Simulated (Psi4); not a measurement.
# BH4O− (SMILES [BH3-]O) at PBE0/6-31G(d) (spherical functions, sweep point 7)

Aim: the vertical electron affinity of BH4O− at PBE0/6-31G* (spherical functions, sweep point 7), from 2 runs. 

Program for the calculation: Psi4 1.11.

4 further runs of the same task are left out: 4 set aside as unsound or not needed.

### Step 1. The molecule

BH4O− has 6 atoms, charge -1, and is taken as a singlet. SMILES: `[BH3-]O`. Geometry: relaxed at GFN2-xTB.

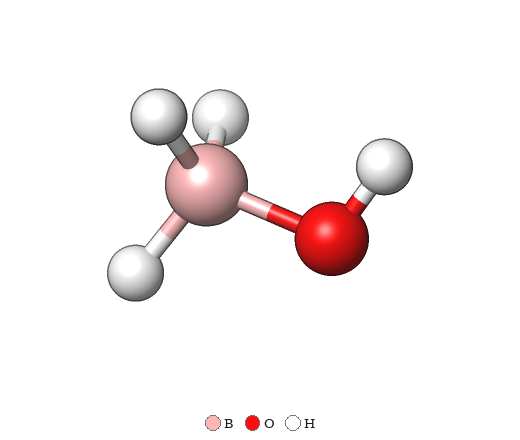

The structure, seen from a chosen angle (boron pink, oxygen red, hydrogen white).

### Step 2. The energy at PBE0/6-31G(d) (spherical functions, sweep point 7)

input.dat

```
memory 1600 MB

molecule mol {
  -1 1
  B     -0.074670    -0.173680    -0.316420
  O     -0.013550     1.016190     0.603980
  H      1.062740    -0.650510    -0.499740
  H     -0.542300     0.195170    -1.379270
  H     -0.789000    -1.072510     0.169030
  H      0.356770     0.685330     1.422430
  symmetry c1
}

set {
  puream               true
  scf_type             pk
  dft_radial_points    150
  dft_spherical_points 974
}

result, w = energy('pbe0/6-31G*', return_wfn=True)
print_variables()
```

Started as:

```
$ psi4 -i input.dat -o output.dat -n 1
```

output.dat:

```text
Psi4 1.11 release

   => Loading Basis Set <=

    Name: 6-31G*
    Role: ORBITAL
    Keyword: BASIS

         ---------------------------------------------------------
                                   SCF
                              RKS Reference
                        1 Threads,   1525 MiB Core
         ---------------------------------------------------------

  ==> Geometry <==

    Molecular point group: c1
    Full point group: C1

    Geometry (in Angstrom), charge = -1, multiplicity = 1:

       Center              X                  Y                   Z               Mass
    ------------   -----------------  -----------------  -----------------  -----------------
         B           -0.044063273420    -0.608429066199    -0.506113745145    11.009305360000
         O            0.017056726580     0.581440933801     0.414286254855    15.994914619570
         H            1.093346726580    -1.085259066199    -0.689433745145     1.007825032230
         H           -0.511693273420    -0.239579066199    -1.568963745145     1.007825032230
         H           -0.758393273420    -1.507259066199    -0.020663745145     1.007825032230
         H            0.387376726580     0.250580933801     1.232736254855     1.007825032230

  Running in c1 symmetry.

  Rotational constants: A =      3.45194  B =      0.74846  C =      0.72287 [cm^-1]
  Rotational constants: A = 103486.47820  B =  22438.41424  C =  21671.05505 [MHz]
  Nuclear repulsion =   33.272252130286205

  Charge       = -1
  Multiplicity = 1
  Electrons    = 18
  Nalpha       = 9
  Nbeta        = 9

  ==> Algorithm <==

  SCF Algorithm Type is PK.
  DIIS enabled.
  MOM disabled.
  Fractional occupation disabled.
  Guess Type is SAD.
  Energy threshold   = 1.00e-06
  Density threshold  = 1.00e-06
  Integral threshold = 1.00e-12

  ==> Primary Basis <==

  Basis Set: 6-31G*
    Blend: 6-31G*
    Number of shells: 20
    Number of basis functions: 36
    Number of Cartesian functions: 38
    Spherical Harmonics?: true
    Max angular momentum: 2

  ==> DFT Potential <==

   => LibXC <=

    Version 7.1.2

   => Composite Functional: PBE0 <=

    PBE0 Hyb-GGA Exchange-Correlation Functional

    Deriv               =              1
    GGA                 =           TRUE
    Meta                =          FALSE

    Exchange Hybrid     =           TRUE
    MP2 Hybrid          =          FALSE

   => Exchange Functionals <=

    0.7500   Perdew, Burke & Ernzerhof

   => Exact (HF) Exchange <=

    0.2500               HF

   => Correlation Functionals <=

    1.0000   Perdew, Burke & Ernzerhof

   => LibXC Density Thresholds  <==

    XC_HYB_GGA_XC_PBEH:  1.00E-15

   => Molecular Quadrature <=

    Radial Scheme          =       TREUTLER
    Pruning Scheme         =           NONE
    Nuclear Scheme         =       TREUTLER

    Blocking Scheme        =         OCTREE
    BS radius alpha        =              1
    Pruning alpha          =              1
    Radial Points          =            150
    Spherical Points       =            974
    Total Points           =         833206
    Total Blocks           =           5590
    Max Points             =            256
    Max Functions          =             36
    Weights Tolerance      =       1.00E-15

  ==> Integral Setup <==

  Using in-core PK algorithm.
   Calculation information:
      Number of atoms:                   6
      Number of AO shells:              20
      Number of primitives:             46
      Number of atomic orbitals:        38
      Number of basis functions:        36

      Integral cutoff                 1.00e-12
      Number of threads:                 1

  Performing in-core PK
  Using 444222 doubles for integral storage.
  We computed 22154 shell quartets total.
  Whereas there are 22155 unique shell quartets.

  ==> DiskJK: Disk-Based J/K Matrices <==

    J tasked:                  Yes
    K tasked:                  Yes
    wK tasked:                  No
    Memory [MiB]:              303
    Schwarz Cutoff:          1E-12

  Cached 100.0% of DFT collocation blocks in 0.821 [GiB].

  Minimum eigenvalue in the overlap matrix is 1.2793556378E-02.
  Reciprocal condition number of the overlap matrix is 3.0270633750E-03.
    Using symmetric orthogonalization.

  ==> Pre-Iterations <==

  SCF Guess: Superposition of Atomic Densities via on-the-fly atomic UHF (no occupation information).

   -------------------------
    Irrep   Nso     Nmo
   -------------------------
     A         36      36
   -------------------------
    Total      36      36
   -------------------------

  ==> Iterations <==

                        Total Energy        Delta E     RMS |[F,P]|

   @RKS iter SAD:  -101.72942735787713   -1.01729e+02   0.00000e+00
   @RKS iter   1:  -102.13264395138074   -4.03217e-01   1.88534e-02 DIIS/ADIIS
   @RKS iter   2:  -102.02743760739445    1.05206e-01   2.46046e-02 DIIS/ADIIS
   @RKS iter   3:  -102.35595271000955   -3.28515e-01   2.76705e-03 DIIS/ADIIS
   @RKS iter   4:  -102.36103499418589   -5.08228e-03   5.49006e-04 DIIS/ADIIS
   @RKS iter   5:  -102.36123608501535   -2.01091e-04   6.12441e-05 DIIS
   @RKS iter   6:  -102.36123830429246   -2.21928e-06   8.56555e-06 DIIS
   @RKS iter   7:  -102.36123835129388   -4.70014e-08   9.41738e-07 DIIS
  Energy and wave function converged.

  ==> Post-Iterations <==

   Electrons on quadrature grid:
      Ntotal   =   18.0000000044 ; deviation = 4.421e-09

    Orbital Energies [Eh]
    ---------------------

    Doubly Occupied:

       1A    -18.931331     2A     -6.479651     3A     -0.737786
       4A     -0.273446     5A     -0.192688     6A     -0.100565
       7A     -0.099558     8A     -0.034393     9A      0.006185

    Virtual:

      10A      0.320096    11A      0.426454    12A      0.442752
      13A      0.448716    14A      0.472065    15A      0.692140
      16A      0.693585    17A      0.791875    18A      0.939120
      19A      1.059255    20A      1.147857    21A      1.175406
      22A      1.232783    23A      1.243499    24A      1.263558
      25A      1.375159    26A      1.556697    27A      1.629799
      28A      1.869038    29A      1.932426    30A      2.011897
      31A      2.054713    32A      2.149316    33A      2.393079
      34A      2.449025    35A      2.703466    36A      2.980868

    Final Occupation by Irrep:
              A
    DOCC [     9 ]
    NA   [     9 ]
    NB   [     9 ]

  @RKS Final Energy:  -102.36123835129388

   => Energetics <=

    Nuclear Repulsion Energy =             33.2722521302862049
    One-Electron Energy =                -209.8370549496348758
    Two-Electron Energy =                  85.0563600310201764
    DFT Exchange-Correlation Energy =     -10.8527955629653832
    Empirical Dispersion Energy =           0.0000000000000000
    VV10 Nonlocal Energy =                  0.0000000000000000
    Total Energy =                       -102.3612383512938777

Computation Completed

Properties will be evaluated at   0.000000,   0.000000,   0.000000 [a0]

Properties computed using the SCF density matrix

 Multipole Moments:

 ------------------------------------------------------------------------------------
     Multipole            Electronic (a.u.)      Nuclear  (a.u.)        Total (a.u.)
 ------------------------------------------------------------------------------------

 L = 1.  Multiply by 2.5417464519 to convert [e a0] to [Debye]
 Dipole X            :          0.0007549            0.2395688            0.2403237
 Dipole Y            :          2.4863939           -1.8370673            0.6493266
 Dipole Z            :          1.5742037           -0.4962490            1.0779547
 Magnitude           :                                                    1.2811584

 ------------------------------------------------------------------------------------

	total time  =         22 seconds =       0.37 minutes

  Variable Map:
  ----------------------------------------------------------------------------
  "CURRENT ENERGY"              =>    -102.361238351294
  "CURRENT REFERENCE ENERGY"    =>    -102.361238351294
  "DD SOLVATION ENERGY"         =>       0.000000000000
  "DFT FUNCTIONAL TOTAL ENERGY" =>    -102.361238351294
  "DFT TOTAL ENERGY"            =>    -102.361238351294
  "DFT VV10 ENERGY"             =>       0.000000000000
  "DFT XC ENERGY"               =>     -10.852795562965
  "GRID ELECTRONS ALPHA"        =>       9.000000002210
  "GRID ELECTRONS BETA"         =>       9.000000002210
  "GRID ELECTRONS TOTAL"        =>      18.000000004421
  "NUCLEAR REPULSION ENERGY"    =>      33.272252130286
  "ONE-ELECTRON ENERGY"         =>    -209.837054949635
  "PCM POLARIZATION ENERGY"     =>       0.000000000000
  "PE ENERGY"                   =>       0.000000000000
  "SCF ITERATION ENERGY"        =>    -102.361238351294
  "SCF ITERATIONS"              =>       7.000000000000
  "SCF TOTAL ENERGY"            =>    -102.361238351294
  "TWO-ELECTRON ENERGY"         =>      85.056360031020
  "XC GRID RADIAL POINTS"       =>     150.000000000000
  "XC GRID SPHERICAL POINTS"    =>     974.000000000000
  "XC GRID TOTAL POINTS"        =>  833206.000000000000

  Array Variable Map:
  ----------------------------------------------------------------------------
  "CURRENT DIPOLE"              =>       0.240323657526 ... 1.077954723637 1 by 3
  "SCF DIPOLE"                  =>       0.240323657526 ... 1.077954723637 1 by 3
  "SCF TOTAL ENERGIES"          =>    -101.729427357877 ... -102.361238351294 1 by 8

    Psi4 run time: 0:00:22.28
```

Wall time 25 s (1 thread of Intel Xeon at 2.50GHz (Skylake/Cascade Lake), shared host); peak memory 1.1 GiB.

### Step 3. Doublet [BH4O]2−, same level

bh4o.in

```
memory 1.6 GB

molecule m {
  -2 2
  B     -0.074670    -0.173680    -0.316420
  O     -0.013550     1.016190     0.603980
  H      1.062740    -0.650510    -0.499740
  H     -0.542300     0.195170    -1.379270
  H     -0.789000    -1.072510     0.169030
  H      0.356770     0.685330     1.422430
  symmetry c1
}

set globals {
  reference uks
  puream true
  scf_type pk
  dft_radial_points 150
  dft_spherical_points 974
  maxiter 150
}

result, w = energy("pbe0/6-31G*", return_wfn=True)
```

Started as:

```
$ psi4 bh4o.in bh4o.out -n 1
```

bh4o.out:

```text
Psi4 1.11 release

   => Loading Basis Set <=

    Name: 6-31G*
    Role: ORBITAL
    Keyword: BASIS

         ---------------------------------------------------------
                                   SCF
                              UKS Reference
                        1 Threads,   1525 MiB Core
         ---------------------------------------------------------

  ==> Geometry <==

    Molecular point group: c1
    Full point group: C1

    Geometry (in Angstrom), charge = -2, multiplicity = 2:

       Center              X                  Y                   Z               Mass
    ------------   -----------------  -----------------  -----------------  -----------------
         B           -0.044063273420    -0.608429066199    -0.506113745145    11.009305360000
         O            0.017056726580     0.581440933801     0.414286254855    15.994914619570
         H            1.093346726580    -1.085259066199    -0.689433745145     1.007825032230
         H           -0.511693273420    -0.239579066199    -1.568963745145     1.007825032230
         H           -0.758393273420    -1.507259066199    -0.020663745145     1.007825032230
         H            0.387376726580     0.250580933801     1.232736254855     1.007825032230

  Running in c1 symmetry.

  Rotational constants: A =      3.45194  B =      0.74846  C =      0.72287 [cm^-1]
  Rotational constants: A = 103486.47820  B =  22438.41424  C =  21671.05505 [MHz]
  Nuclear repulsion =   33.272252130286205

  Charge       = -2
  Multiplicity = 2
  Electrons    = 19
  Nalpha       = 10
  Nbeta        = 9

  ==> Algorithm <==

  SCF Algorithm Type is PK.
  DIIS enabled.
  MOM disabled.
  Fractional occupation disabled.
  Guess Type is SAD.
  Energy threshold   = 1.00e-06
  Density threshold  = 1.00e-06
  Integral threshold = 1.00e-12

  ==> Primary Basis <==

  Basis Set: 6-31G*
    Blend: 6-31G*
    Number of shells: 20
    Number of basis functions: 36
    Number of Cartesian functions: 38
    Spherical Harmonics?: true
    Max angular momentum: 2

  ==> DFT Potential <==

   => LibXC <=

    Version 7.1.2

   => Composite Functional: PBE0 <=

    PBE0 Hyb-GGA Exchange-Correlation Functional

    Deriv               =              1
    GGA                 =           TRUE
    Meta                =          FALSE

    Exchange Hybrid     =           TRUE
    MP2 Hybrid          =          FALSE

   => Exchange Functionals <=

    0.7500   Perdew, Burke & Ernzerhof

   => Exact (HF) Exchange <=

    0.2500               HF

   => Correlation Functionals <=

    1.0000   Perdew, Burke & Ernzerhof

   => LibXC Density Thresholds  <==

    XC_HYB_GGA_XC_PBEH:  1.00E-15

   => Molecular Quadrature <=

    Radial Scheme          =       TREUTLER
    Pruning Scheme         =           NONE
    Nuclear Scheme         =       TREUTLER

    Blocking Scheme        =         OCTREE
    BS radius alpha        =              1
    Pruning alpha          =              1
    Radial Points          =            150
    Spherical Points       =            974
    Total Points           =         833206
    Total Blocks           =           5590
    Max Points             =            256
    Max Functions          =             36
    Weights Tolerance      =       1.00E-15

  ==> Integral Setup <==

  Using in-core PK algorithm.
   Calculation information:
      Number of atoms:                   6
      Number of AO shells:              20
      Number of primitives:             46
      Number of atomic orbitals:        38
      Number of basis functions:        36

      Integral cutoff                 1.00e-12
      Number of threads:                 1

  Performing in-core PK
  Using 444222 doubles for integral storage.
  We computed 22154 shell quartets total.
  Whereas there are 22155 unique shell quartets.

  ==> DiskJK: Disk-Based J/K Matrices <==

    J tasked:                  Yes
    K tasked:                  Yes
    wK tasked:                  No
    Memory [MiB]:              303
    Schwarz Cutoff:          1E-12

  Cached 100.0% of DFT collocation blocks in 0.821 [GiB].

  Minimum eigenvalue in the overlap matrix is 1.2793556378E-02.
  Reciprocal condition number of the overlap matrix is 3.0270633750E-03.
    Using symmetric orthogonalization.

  ==> Pre-Iterations <==

  SCF Guess: Superposition of Atomic Densities via on-the-fly atomic UHF (no occupation information).

   -------------------------
    Irrep   Nso     Nmo
   -------------------------
     A         36      36
   -------------------------
    Total      36      36
   -------------------------

  ==> Iterations <==

                        Total Energy        Delta E     RMS |[F,P]|

   @UKS iter SAD:  -101.72942735787713   -1.01729e+02   0.00000e+00
   @UKS iter   1:  -101.53426594844225    1.95161e-01   2.44866e-02 ADIIS/DIIS
   @UKS iter   2:  -101.31295210873246    2.21314e-01   3.33485e-02 ADIIS/DIIS
   @UKS iter   3:  -101.94391501629883   -6.30963e-01   5.24315e-03 ADIIS/DIIS
   @UKS iter   4:  -101.96132740778346   -1.74124e-02   1.90233e-03 ADIIS/DIIS
   @UKS iter   5:  -101.96404936720420   -2.72196e-03   2.91379e-04 ADIIS/DIIS
   @UKS iter   6:  -101.96415165495388   -1.02288e-04   8.95732e-05 DIIS
   @UKS iter   7:  -101.96417028020500   -1.86253e-05   2.84625e-05 DIIS
   @UKS iter   8:  -101.96417137441844   -1.09421e-06   4.74135e-06 DIIS
   @UKS iter   9:  -101.96417140997379   -3.55553e-08   1.03939e-06 DIIS
   @UKS iter  10:  -101.96417141214198   -2.16819e-09   2.11271e-07 DIIS
  Energy and wave function converged.

  ==> Post-Iterations <==

   Electrons on quadrature grid:
      Nalpha   =    9.9999999906 ; deviation = -9.363e-09
      Nbeta    =    9.0000000024 ; deviation = 2.436e-09
      Ntotal   =   18.9999999931 ; deviation = -6.927e-09

   @Spin Contamination Metric:   1.462747703E-03
   @S^2 Expected:                7.500000000E-01
   @S^2 Observed:                7.514627477E-01
   @S   Expected:                5.000000000E-01
   @S   Observed:                5.000000000E-01

    Orbital Energies [Eh]
    ---------------------

    Alpha Occupied:

       1A    -18.634304     2A     -6.254864     3A     -0.451361
       4A     -0.028547     5A      0.061625     6A      0.140832
       7A      0.148099     8A      0.199459     9A      0.260711
      10A      0.480932

    Alpha Virtual:

      11A      0.621328    12A      0.650621    13A      0.653214
      14A      0.675273    15A      0.899211    16A      0.902226
      17A      1.021128    18A      1.152142    19A      1.324900
      20A      1.363262    21A      1.415340    22A      1.449949
      23A      1.504884    24A      1.512821    25A      1.632677
      26A      1.798624    27A      1.874378    28A      2.132412
      29A      2.186808    30A      2.252802    31A      2.290758
      32A      2.410361    33A      2.658674    34A      2.711071
      35A      2.988435    36A      3.247335

    Beta Occupied:

       1A    -18.627611     2A     -6.254096     3A     -0.432718
       4A     -0.020052     5A      0.077021     6A      0.144474
       7A      0.153540     8A      0.206627     9A      0.266708

    Beta Virtual:

      10A      0.591189    11A      0.656316    12A      0.656829
      13A      0.659368    14A      0.691521    15A      0.903366
      16A      0.910053    17A      1.030926    18A      1.165619
      19A      1.333415    20A      1.363553    21A      1.425196
      22A      1.454088    23A      1.513715    24A      1.523536
      25A      1.658720    26A      1.802553    27A      1.881478
      28A      2.139528    29A      2.190817    30A      2.257328
      31A      2.296087    32A      2.414425    33A      2.665640
      34A      2.715590    35A      2.999537    36A      3.257165

    Final Occupation by Irrep:
              A
    DOCC [     9 ]
    SOCC [     1 ]
    NA   [    10 ]
    NB   [     9 ]

  @UKS Final Energy:  -101.96417141214198

   => Energetics <=

    Nuclear Repulsion Energy =             33.2722521302862049
    One-Electron Energy =                -214.0341580142568318
    Two-Electron Energy =                  89.8435470406419370
    DFT Exchange-Correlation Energy =     -11.0458125688132842
    Empirical Dispersion Energy =           0.0000000000000000
    VV10 Nonlocal Energy =                  0.0000000000000000
    Total Energy =                       -101.9641714121419795

  UHF NO Occupations:
  HONO-2 :    8  A 1.9998762
  HONO-1 :    9  A 1.9994861
  HONO-0 :   10  A 1.0000000
  LUNO+0 :   11  A 0.0005139
  LUNO+1 :   12  A 0.0001238
  LUNO+2 :   13  A 0.0000368
  LUNO+3 :   14  A 0.0000251

Computation Completed

Properties will be evaluated at   0.000000,   0.000000,   0.000000 [a0]

Properties computed using the SCF density matrix

 Multipole Moments:

 ------------------------------------------------------------------------------------
     Multipole            Electronic (a.u.)      Nuclear  (a.u.)        Total (a.u.)
 ------------------------------------------------------------------------------------

 L = 1.  Multiply by 2.5417464519 to convert [e a0] to [Debye]
 Dipole X            :         -0.5342983            0.2395688           -0.2947295
 Dipole Y            :          2.7746857           -1.8370673            0.9376184
 Dipole Z            :          0.2722735           -0.4962490           -0.2239755
 Magnitude           :                                                    1.0080470

 ------------------------------------------------------------------------------------

	total time  =         43 seconds =       0.72 minutes

    Psi4 run time: 0:00:43.73
```

Run time: 47 s. Hardware: 1 thread of Intel Xeon at 2.50GHz (Skylake/Cascade Lake), shared host; peak memory 1.1 GiB.

### Step 4. Outcome

At PBE0/6-31G* (spherical functions, sweep point 7):

```
                                                            quantity          value
                                         singlet BH4O−: total energy  -102.36124 Eh
                                          singlet BH4O−: HOMO energy        0.17 eV
                                          singlet BH4O−: LUMO energy        8.71 eV
singlet BH4O−: HOMO–LUMO gap (to an unbound level, set by the basis)        8.54 eV
                                      doublet [BH4O]2−: total energy  -101.96417 Eh
                doublet [BH4O]2−: HOMO energy (highest over α and β)       13.09 eV
                 doublet [BH4O]2−: LUMO energy (lowest over α and β)       16.09 eV
                                              doublet [BH4O]2−: ⟨S²⟩          0.751
                 vertical electron affinity (to the doublet dianion)     -10.805 eV
```

**Reading.** The dianion lies 10.80 eV (1042 kJ/mol) above the anion: the electron isn't bound at this level, and such a value depends on the basis. Without diffuse functions anions come out too high. The HOMO (singlet BH4O−) lies at positive energy, 0.17 eV; only total energies tell whether the electron is bound. The HOMO (doublet [BH4O]2−) lies at positive energy, 13.09 eV; only total energies tell whether the electron is bound.
